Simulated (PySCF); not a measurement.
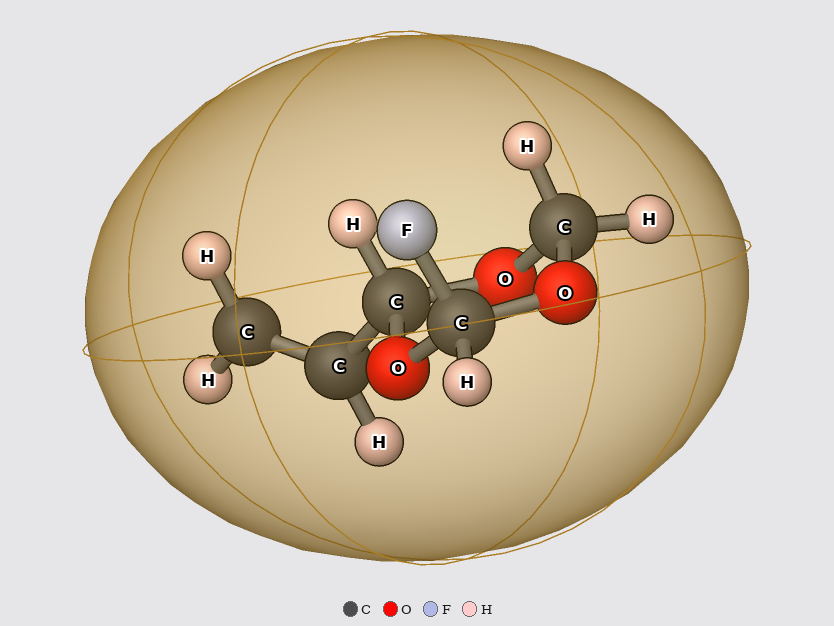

The ellipsoid shows the static dipole polarisability: its half-axes are proportional to the principal values. The geometry was computed by an optimisation with GFN2-xTB. No frequency run is at hand to confirm it as a minimum. Computed with PBE0/def2-SVPD (PySCF 2.14.0).

Question: How large and how anisotropic is the polarisability?

Answer: Principal values 61.4, 63.1, 87.4 bohr³; mean 70.6 bohr³ (10.47 Å³); anisotropy 25.2 bohr³, so the longest axis is 1.42 times the shortest.
